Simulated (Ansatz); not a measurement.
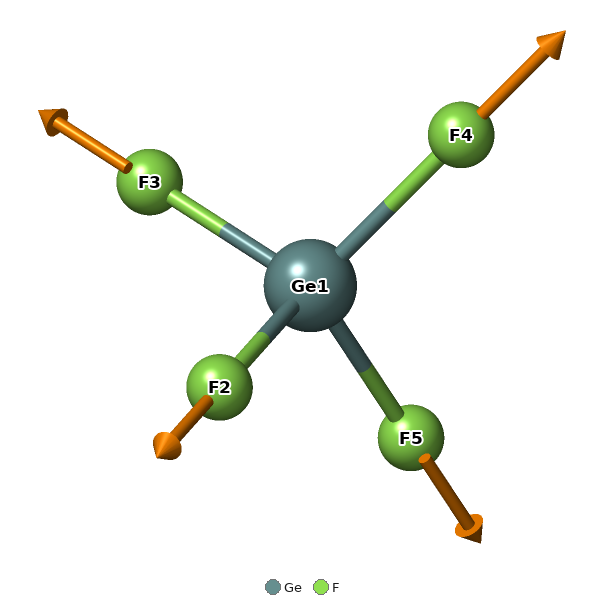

The arrows show one normal mode. Harmonic vibrations computed with RKS PBE0-D4/def2-TZVP (Ansatz 0.2.0) at a stationary point of the same level.

Describe the motion.

Mostly in-phase stretching of 4 Ge–F bonds.

Estimate its harmonic wavenumber.

731 cm⁻¹; it is mode 6 of 9 counted from the lowest.
